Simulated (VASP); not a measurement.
Shape and ions are relaxed at each volume.

Energy against volume of SnO2 (rutile). These are LDA (Ceperley-Alder, Perdew-Zunger), VASP's LDA PAW potentials (set 64) (plane waves; VASP 6.6.1) values and carry that method's errors.

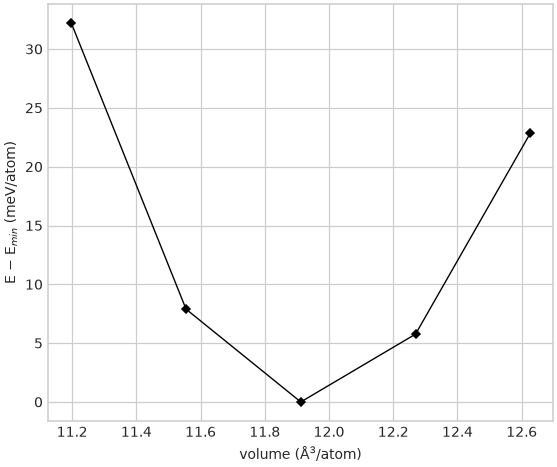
Energy against volume

Task: Estimate the equilibrium volume and the bulk modulus.

Result: The minimum lies near 11.9 Å³/atom, and the curvature gives B0 of about 200 GPa.

The compound is SnO2 in the rutile structure. It was relaxed first.
